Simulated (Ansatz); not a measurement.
**A computed series for Ga2O3: response to strain**

Start from Ga2O3 in the corundum structure (space group R-3c, No. 167).

```cif
data_Ga12O18
_chemical_formula_sum 'Ga12 O18'
_space_group_name_H-M_alt 'R-3c :H'
_space_group_IT_number 167
_space_group_name_Hall '-R 3 2"c'
_cell_length_a 4.94994
_cell_length_b 4.94994
_cell_length_c 13.30575
_cell_angle_alpha 90.000
_cell_angle_beta 90.000
_cell_angle_gamma 120.000
loop_
_atom_site_label
_atom_site_type_symbol
_atom_site_symmetry_multiplicity
_atom_site_Wyckoff_symbol
_atom_site_fract_x
_atom_site_fract_y
_atom_site_fract_z
_atom_site_occupancy
Ga1 Ga 12 c 0.00000 0.00000 0.14424 1
O1 O 18 e 0.30279 0.30279 0.25000 1
```
(The calculation used a cell of 10 atoms; values per cell refer to that cell.)

Strains are applied to the cell and any free atomic positions relax.

The values are results of LDA/PAW in Ansatz (an electronic-structure program), spin-orbit coupling left out, not measurements.

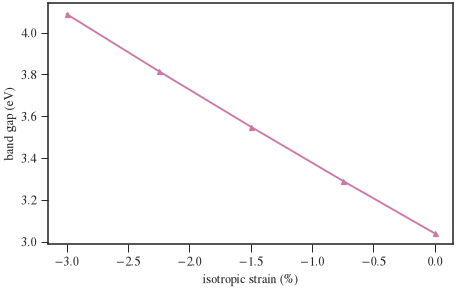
*Band gap against isotropic strain*

**Question.** From the plot, what is the band gap for isotropic strain −2.25 %?

**Answer.** About 3.82 eV.

**Question.** Is the trend monotonic over the range shown?

**Answer.** Yes, it falls throughout, spanning 3.04 eV to 4.09 eV.

Gaps are read on the SCF mesh and a high-symmetry path. Whether these cells are dynamically stable was not tested.
